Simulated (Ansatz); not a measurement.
# Ba2BeWO6: complex band structure, part 2 of 4

A new crystal, Ba2BeWO6: structure, gap and complex bands. It is built by putting Be for Sr in the Ba2SrWO6 structure of space group R-3, with the volume rescaled by atomic radii. The parent structure comes from the Materials Project.

Ansatz 0.2.0; r2SCAN DFT, plane waves, PAW files (the session's first sound run).

So far. Step 2 (Cell and atoms at rest): The largest force component on a free atom ends at 3.4e-4 eV/Å.

The structure was built from a prototype and need not be the compound's stable phase.

### Step 3. The bulk crystal and its band edges

The energy window and the wavevectors of the next steps follow from the band edges, so these are searched first, off the mesh as well.

input.yaml

```yaml
crystal:
  lattice:
    - [2.791287216, 1.6115504255, 4.5581866056]
    - [-2.791287216, 1.6115504255, 4.5581866056]
    - [0.0, -3.2231008511, 4.5581866056]
  atoms:
    - { symbol: Ba, position: [0.7500000832, 0.7500000832, 0.7500000832] }
    - { symbol: Ba, position: [0.2499999168, 0.2499999168, 0.2499999168] }
    - { symbol: Be, position: [0.0, 0.0, 0.0] }
    - { symbol: W, position: [0.5, 0.5, 0.5] }
    - { symbol: O, position: [0.7459255717, 0.2540728265, 0.7459153424] }
    - { symbol: O, position: [0.7459271735, 0.2540846576, 0.2540744283] }
    - { symbol: O, position: [0.2540728265, 0.7459153424, 0.7459255717] }
    - { symbol: O, position: [0.7459153424, 0.7459255717, 0.2540728265] }
    - { symbol: O, position: [0.2540846576, 0.2540744283, 0.7459271735] }
    - { symbol: O, position: [0.2540744283, 0.7459271735, 0.2540846576] }
kpoints:
  mp_grid: { grid: [6, 6, 6] }
  band_path: { path: [VBM, CBM], npoints: 30 }
scf:
  occupations: { method: fixed }
hamiltonian:
  xc: r2scan
output:
  eigenvalues: true
  write_potential: true
  write_density: true
  volumetric_format: npy
  elf: true
```

Run with:

```sh
> ansatz run input.yaml --threads 2 --pin off --max-ram 4096MiB --backend cpu --events-out ev --progress --plain --runs-dir out
```

Numbers of over 12 decimals in the logs are rounded to 6 here.

What it wrote:

```text
Warning: the atoms were moved onto the symmetric positions of the space group found under crystal.symmetry.tolerance 1.0e-5 (fractional; no operation is sought that the atoms, as they stand in a round, miss by more than twice it, and no atom is moved by as much as it), and the run uses the moved positions. Before a round's move an operation carried an atom to 5.71e-5 Å from where it should land, the largest such dist [...]
Warning: 36 symmetry operations that the atoms keep within the bar at which the run's group was sought (crystal.symmetry.tolerance 1.0e-5, or twice it) were not taken beside the 12 unitary ones that the detection took (of a slab, those that keep its plane). If the more symmetric cell is meant, write the vectors of crystal.lattice to more decimals, or, with the positions in fractional coordinates, give it by lengths a [...]
[...]
Crystal: 10 atoms, lattice volume = 123.025 Å³
Basis set: ecut = 500 eV, 3119 PW (Γ), exchange–correlation on 180×180×180 points (64 copies of the dense FFT grid, shifted against one another)
Bands: 46, of which v1, the nominal top of the filled ones, is band 36 counted from 1 (35 counted from 0)
Symmetry: 12 space group operations
[...]
k-points: 32 of 216
[...]
SCF iter   1: F=—  HF=-25842.505674 eV  |F-HF|=—  |Δ(HF+E_count)|=         —  Δρ=9.75e-3  dr2=1.54e-1  dr2_τ=4.71e-1  ethr=1.77e-3  ⟨swp⟩=4.9  Hψ=5585  notcnv=0  defer=217
[...]
SCF iter   7: F=-25842.863139 eV  HF=-25842.863139 eV  |F-HF|=1.36e-8  |Δ(HF+E_count)|=   5.17e-7  Δρ=5.90e-6  dr2=4.54e-8  dr2_τ=3.77e-9  ethr=1.39e-10  ⟨swp⟩=12.3  Hψ=8267  notcnv=0
SCF 1 converged in 7 iterations: F = -25842.863139 eV  dr2 = 4.54e-8
[...]
NSCF: frozen V_eff on 32 k-points
[...]
SCF converged after 7 iterations
Free energy (F): -25842.863139 eV
[...]
Internal energy: -25842.863139 eV  (E = F + TS)
E sigma→0 (E₀):  -25842.863139 eV
Fermi energy:    10.008481 eV
[...]
--- Band table (eV; the first three rows and the last of 32) ---
  k-point 0: bands = [... 32 lower, 9.8106, 10.0085, 10.0085, 10.0085, 13.4109, 13.4110, 13.4110, 15.8733, ... 6 higher]
  k-point 1: bands = [... 32 lower, 9.7068, 9.8997, 9.8997, 9.9219, 13.4878, 13.5307, 13.5308, 16.2736, ... 6 higher]
  k-point 2: bands = [... 32 lower, 9.4824, 9.6990, 9.7049, 9.7050, 13.6304, 13.6977, 13.6978, 17.2488, ... 6 higher]
  k-point 31: bands = [... 32 lower, 9.3675, 9.5013, 9.6001, 9.6001, 13.6956, 13.7567, 13.7567, 18.0127, ... 6 higher]
```

The job ended after 32 s (2 threads of Arm Neoverse V1, shared host; peak memory 0.82 GiB; 64 s of CPU time).

Numbers from this step:

```
free energy         : -25842.8631 eV
Fermi energy        : 10.01 eV
gap on the k-mesh   : 3.160 eV
gap on path         : 3.160 eV, by band count; negative where bands overlap
direct gap on path  : 3.211 eV
edge places on path : 0, 0.7958 1/A along the path
```

The electronic bands at the labelled points (eV, zero at the Fermi level (highest filled level under fixed occupations); v1 is the highest filled band, c1 the lowest empty one):

```
point     v4     v3     v2     v1    c1    c2    c3    c4
  VBM  -0.20   0.00   0.00   0.00  3.40  3.40  3.40  5.86
  CBM  -1.00  -0.78  -0.78  -0.05  3.16  4.30  4.30  6.54
```

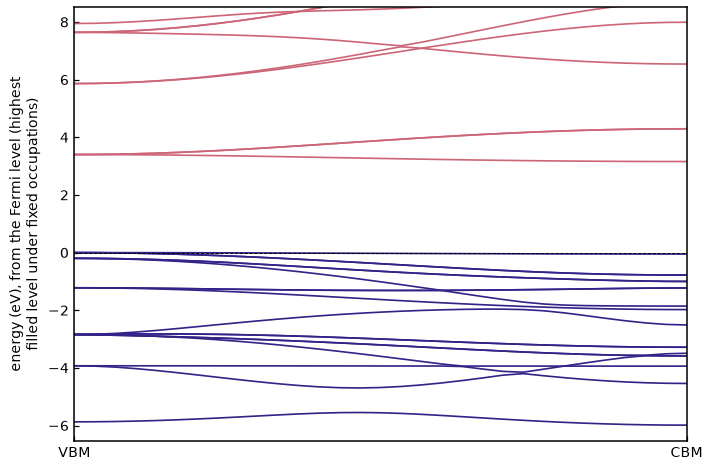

Electronic bands along the path; lines of filled and empty bands in two colours.

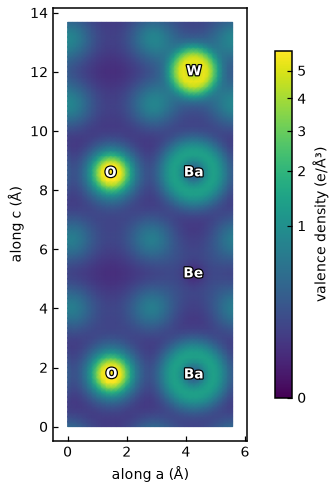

Valence density in the ac plane of the conventional cell at fractional y = 0.000, with atoms of Ba and Be and W and O within 0.2 Å of it. It is the smooth field of the valence electrons, not physical close to the nuclei. The map starts off the cell's origin, so that atoms lie inside it. The colour scale is stretched toward low values.

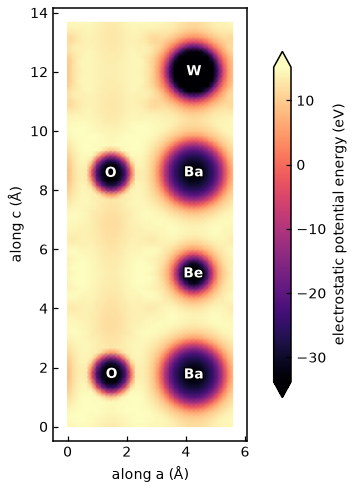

Electrostatic potential energy in the ac plane of the conventional cell at fractional y = 0.000, with atoms of Ba and Be and W and O within 0.2 Å of it. With pseudopotentials it is smooth inside the atoms' cores, unlike the true potential. The map starts off the cell's origin, so that atoms lie inside it.

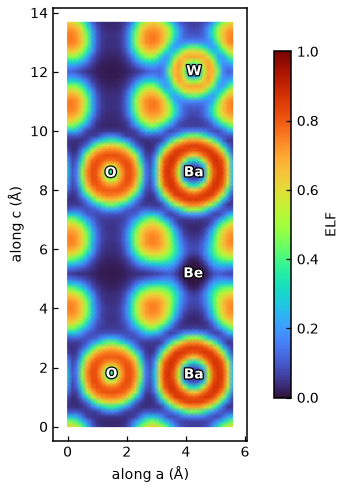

ELF in the ac plane of the conventional cell at fractional y = 0.000, with atoms of Ba and Be and W and O within 0.2 Å of it. It is the smooth field of the valence electrons, not physical close to the nuclei. The map starts off the cell's origin, so that atoms lie inside it.

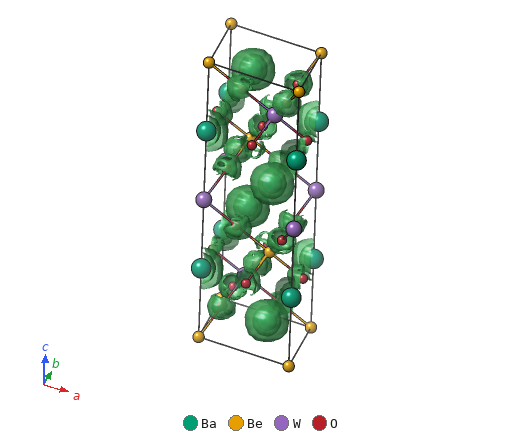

Surface of ELF = 0.81. Bonds to atoms that aren't drawn are left out.

The searched edges give 3.16 eV, as on the mesh.

### Step 4. Complex bands, plane (001)

This step: r2SCAN DFT, plane waves, PAW files; complex bands by layer matching along the plane's normal (Ansatz 0.2.0).

The same crystal is laid in a cell whose first two vectors span the (001) plane (indices of the standard conventional cell, whose axes can be ordered otherwise than in the bulk input). At fixed energy and wavevector in the plane the solver finds all kz, real and complex. A few wavevectors are listed, (0, 0) and (0, -0.5) in units of the plane's reciprocal vectors; the slowest state needn't be among them.

input.yaml

```yaml
crystal:
  lattice:
    - [5.582574432, 0.0, 0.0]
    - [2.791287216, 4.834651277, 0.0]
    - [2.791287216, 1.611550426, 4.558186606]
  atoms:
    - { symbol: Ba, position: [0.2499999168, 0.2499999168, 0.2500002496] }
    - { symbol: Ba, position: [0.7500000832, 0.7500000832, 0.7499997504] }
    - { symbol: Be, position: [0.0, 0.0, 0.0] }
    - { symbol: W, position: [0.5, 0.5, 0.5] }
    - { symbol: O, position: [0.7459271735, 0.254079543, 0.7459137406] }
    - { symbol: O, position: [0.745920457, 0.745920457, 0.2540862594] }
    - { symbol: O, position: [0.254079543, 0.254079543, 0.7459137406] }
    - { symbol: O, position: [0.254079543, 0.7459271735, 0.7459137406] }
    - { symbol: O, position: [0.745920457, 0.2540728265, 0.2540862594] }
    - { symbol: O, position: [0.2540728265, 0.745920457, 0.2540862594] }
kpoints:
  mp_grid: { grid: [6, 6, 6] }
scf:
  occupations: { method: fixed }
hamiltonian:
  xc: r2scan
output:
  eigenvalues: true
  transmission:
    leads: [[0, 0]]
    kpoints: [[0.0, 0.0], [0.0, -0.5]]
    e_range: [-1.0, 4.16]
    de: 0.1
```

What it wrote:

```text
[...]
Crystal: 10 atoms, lattice volume = 123.025 Å³
Basis set: ecut = 500 eV, 3119 PW (Γ), exchange–correlation on 180×180×180 points (64 copies of the dense FFT grid, shifted against one another)
Bands: 46, of which v1, the nominal top of the filled ones, is band 36 counted from 1 (35 counted from 0)
Symmetry: 12 space group operations
[...]
k-points: 32 of 216
[...]
SCF iter   1: F=—  HF=-25842.505725 eV  |F-HF|=—  |Δ(HF+E_count)|=         —  Δρ=9.74e-3  dr2=1.53e-1  dr2_τ=4.70e-1  ethr=1.77e-3  ⟨swp⟩=5.0  Hψ=5564  notcnv=0  defer=217
[...]
SCF iter   7: F=-25842.863139 eV  HF=-25842.863139 eV  |F-HF|=1.43e-8  |Δ(HF+E_count)|=   5.38e-7  Δρ=5.96e-6  dr2=4.67e-8  dr2_τ=3.78e-9  ethr=1.39e-10  ⟨swp⟩=12.0  Hψ=8263  notcnv=0
SCF 1 converged in 7 iterations: F = -25842.863139 eV  dr2 = 4.67e-8
[...]
transmission: 7 of 14 steps passed
transmission: 14 of 14 steps passed
SCF converged after 7 iterations
Free energy (F): -25842.863139 eV
[...]
Internal energy: -25842.863139 eV  (E = F + TS)
E sigma→0 (E₀):  -25842.863139 eV
Fermi energy:    10.008479 eV
[...]
--- Band table (eV; the first three rows and the last of 32) ---
  k-point 0: bands = [... 32 lower, 9.8106, 10.0085, 10.0085, 10.0085, 13.4109, 13.4110, 13.4110, 15.8733, ... 6 higher]
  k-point 1: bands = [... 32 lower, 9.7069, 9.8997, 9.8997, 9.9219, 13.4877, 13.5307, 13.5307, 16.2737, ... 6 higher]
  k-point 2: bands = [... 32 lower, 9.4824, 9.6990, 9.7050, 9.7050, 13.6304, 13.6977, 13.6977, 17.2488, ... 6 higher]
  k-point 31: bands = [... 32 lower, 9.0266, 9.2239, 9.5677, 9.5985, 13.7296, 13.7367, 14.1808, 17.3183, ... 6 higher]
--- Transmission ---
  basis      : 283 plane waves across, 7 finite elements along
  points     : 2, as listed
  energies   : 52 from -1.000000 to 4.100000 eV about the Fermi level, 0.100000 eV apart; the leads are filled to 1.580019 eV, and channels, transmission and decay are at 1.600000 eV
  crystal 0  : Be1Ba2O6W1, at the sites [0, 0], period 4.5582 Å: whole cells are its period
    offset         : up to 0.0000 Å between an atom of the period and one for which it stands
    channels       : 0.000000e0 a spin
    conductance    : none, the energies end too early or step too widely for 300 K: set another output.transmission.e_range or a lower de, or, where they end at an eighth of basis.ecutwfc, a higher one
    slowest decay  : 0.3644 /Å at (0.0000, 0.0000)
```

It took 80 s on 2 threads; peak memory 1.4 GiB; 2.7 min of CPU time.

This step gave:

| Item | Value |
| --- | --- |
| level to which the leads are filled | 1.580 eV from the Fermi level |
| decay constant at the filling level, zone centre | 0.3644 Å⁻¹ |
| decay constant at the filling level, slowest listed point | 0.3644 Å⁻¹ |

K parallel (0, 0); values up to 1.5 1/Å, a degenerate pair printed once or twice; energies at which all values exceed this have no row. Table of Im kz of the slowest decaying states by energy, zero at the highest filled level on the SCF mesh:

```
energy (eV)  decay 1 (Å⁻¹)  decay 2 (Å⁻¹)  decay 3 (Å⁻¹)  decay 4 (Å⁻¹)
     -1.000          0.214          0.251          0.442          0.448
     -0.500          0.183          0.330          0.479          0.620
      0.000         0.0137         0.0138          0.140          0.287
      0.500          0.251          0.368          0.499          0.514
      1.000          0.315          0.419          0.520          0.623
      1.500          0.357          0.425          0.464          0.519
      2.000          0.388          0.401          0.506          0.509
      2.500          0.367          0.408          0.486          0.530
      3.000          0.295          0.411          0.441          0.548
      3.500          0.440          0.470          0.560          0.570
      4.000          0.439          0.455          0.460          0.481
```

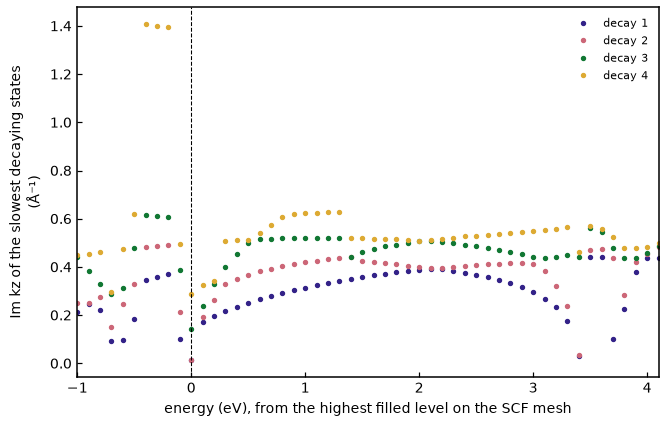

Im kz of the slowest decaying states against energy.

K parallel (0, -0.5); values up to 1.5 1/Å, a degenerate pair printed once or twice; energies at which all values exceed this have no row. Im kz of the slowest decaying states against energy, zero at the highest filled level on the SCF mesh:

```
energy (eV)  decay 1 (Å⁻¹)  decay 2 (Å⁻¹)  decay 3 (Å⁻¹)  decay 4 (Å⁻¹)
     -1.000         0.0117         0.0625          0.198          0.248
     -0.500         0.0452         0.0556          0.228          0.286
      0.000          0.205          0.232          0.323          0.337
      0.500          0.318          0.390          0.400          0.459
      1.000          0.369          0.415          0.438          0.503
      1.500          0.398          0.420          0.457          0.536
      2.000          0.404          0.411          0.464          0.544
      2.500          0.354          0.403          0.428          0.487
      3.000          0.206          0.358          0.367          0.501
      3.500          0.226          0.243          0.506          0.520
      4.000          0.296          0.506          0.509          0.578
```

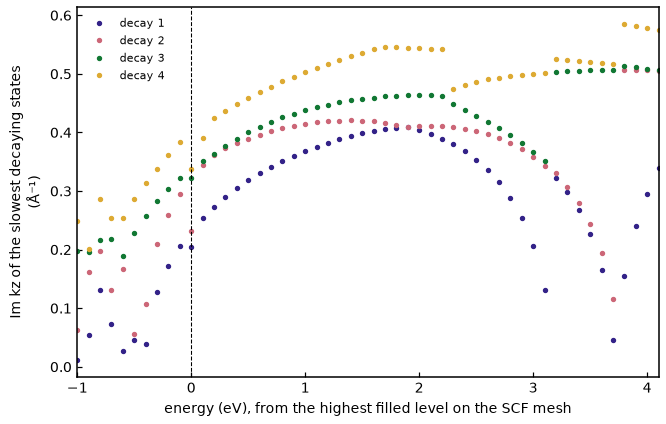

Im kz of the slowest decaying states against energy.

At the listed wavevectors the last open channel is at -0.10 eV and the next at +3.20 eV on the grid. At +1.60 eV, the grid energy nearest the filling level (the middle of the gap on the SCF mesh), the slowest state at the listed wavevectors decays with κ = 0.364 Å⁻¹, its amplitude falling by e over 2.7 Å. Through 1 nm of this crystal that state's transmission falls by exp(−2 × 0.364 Å⁻¹ × 10 Å) = 6.8e-4.

### Step 5. Decay over the two-dimensional zone

The listed points could miss the slowest state, so one energy near mid-gap is solved on a mesh of 8×8.

Edit input.yaml of step 4 so:

```diff
@@ -24,6 +24,2 @@
   eigenvalues: true
-  transmission:
-    leads: [[0, 0]]
-    kpoints: [[0.0, 0.0], [0.0, -0.5]]
-    e_range: [-1.0, 4.16]
-    de: 0.1
+  transmission: { leads: [[0, 0]], kmesh: [8, 8], e_range: [1.58, 1.59], de: 0.05 }
```

What it wrote:

```text
[...]
Crystal: 10 atoms, lattice volume = 123.025 Å³
Basis set: ecut = 500 eV, 3119 PW (Γ), exchange–correlation on 180×180×180 points (64 copies of the dense FFT grid, shifted against one another)
Bands: 46, of which v1, the nominal top of the filled ones, is band 36 counted from 1 (35 counted from 0)
Symmetry: 12 space group operations
[...]
k-points: 32 of 216
[...]
SCF iter   1: F=—  HF=-25842.505725 eV  |F-HF|=—  |Δ(HF+E_count)|=         —  Δρ=9.74e-3  dr2=1.53e-1  dr2_τ=4.70e-1  ethr=1.77e-3  ⟨swp⟩=5.0  Hψ=5564  notcnv=0  defer=217
[...]
SCF iter   7: F=-25842.863139 eV  HF=-25842.863139 eV  |F-HF|=1.43e-8  |Δ(HF+E_count)|=   5.38e-7  Δρ=5.96e-6  dr2=4.67e-8  dr2_τ=3.78e-9  ethr=1.39e-10  ⟨swp⟩=12.0  Hψ=8263  notcnv=0
SCF 1 converged in 7 iterations: F = -25842.863139 eV  dr2 = 4.67e-8
[...]
transmission: 28 of 70 steps passed
transmission: 56 of 70 steps passed
transmission: 70 of 70 steps passed
SCF converged after 7 iterations
Free energy (F): -25842.863139 eV
[...]
Internal energy: -25842.863139 eV  (E = F + TS)
E sigma→0 (E₀):  -25842.863139 eV
Fermi energy:    10.008479 eV
[...]
--- Band table (eV; the first three rows and the last of 32) ---
  k-point 0: bands = [... 32 lower, 9.8106, 10.0085, 10.0085, 10.0085, 13.4109, 13.4110, 13.4110, 15.8733, ... 6 higher]
  k-point 1: bands = [... 32 lower, 9.7069, 9.8997, 9.8997, 9.9219, 13.4877, 13.5307, 13.5307, 16.2737, ... 6 higher]
  k-point 2: bands = [... 32 lower, 9.4824, 9.6990, 9.7050, 9.7050, 13.6304, 13.6977, 13.6977, 17.2488, ... 6 higher]
  k-point 31: bands = [... 32 lower, 9.0266, 9.2239, 9.5677, 9.5985, 13.7296, 13.7367, 14.1808, 17.3183, ... 6 higher]
--- Transmission ---
  basis      : 283 plane waves across, 7 finite elements along
  points     : 10, standing for a mesh of 8 x 8
  energies   : 1 from 1.580000 to 1.580000 eV about the Fermi level; the leads are filled to 1.580019 eV, and channels, transmission and decay are at 1.580000 eV
[...]
channels       : 0.000000e0 a spin
    conductance    : none, crystal 0 has no channel at the energies, or these end too early or step too widely for 300 K: set another output.transmission.e_range or a lower de, or, where they end at an eighth of basis.ecutwfc, a higher one
    slowest decay  : 0.3631 /Å at (0.0000, 0.0000)
```

Run time: 46 s. Hardware: 2 threads; peak memory 1.4 GiB.

Numbers from this step:

| Property | Result |
| --- | --- |
| least decay constant on the mesh | 0.3631 Å⁻¹ |

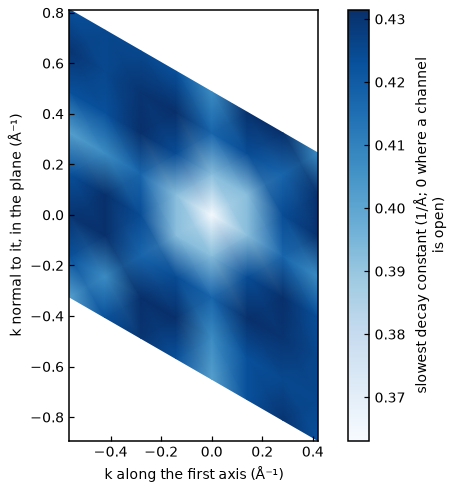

Slowest decay constant (1/Å; 0 where a channel is open) over k1 and k2. At 1.5800 eV from the Fermi level.

The least value on the mesh is 0.363 Å⁻¹ at +1.58 eV. At that energy the listed points give about 0.363 Å⁻¹ by interpolation, so the mesh holds no clearly slower state.

(Continued in part 3 of 4.)

[Logs are printed without paths, hosts, clocks, repeated set-up lines and the standing remarks that a program may print on its own settings, such as how far it seeks lower states.]

[Hosts, paths, dates, database ids (printed as entryN), source tags and the programs' standing remarks are cut or masked in the printed files.]

[New means built here by substitution; the compound itself may be known and measured.]
